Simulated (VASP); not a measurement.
Input:

```xyz
1
Lattice="-1.5305 1.5305 1.5305 1.5305 -1.5305 1.5305 1.5305 1.5305 -1.5305" Properties=species:S:1:pos:R:3 pbc="T T T"
Zn     0.0000     0.0000     0.0000
```

All values below come from r2SCAN meta-GGA, VASP's PBE PAW potentials (set 64) (plane waves; VASP). Run with 400 eV cut-off, 19×19×19 Γ-centred mesh, tetrahedra with Blöchl corrections, potentials Zn.

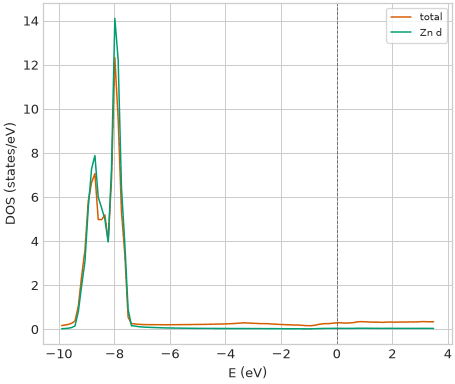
Figure: Total and projected density of states, zero at the Fermi level

Within 2 eV below the Fermi level the largest weight inside VASP's projection spheres is Zn p, then Zn s.

It has no gap at this level: it comes out as a metal or semimetal.

The structure was generated: Zn was put into the bcc type (Im-3m), which need not be its known phase. It was relaxed first, which changed the volume by -5 %.
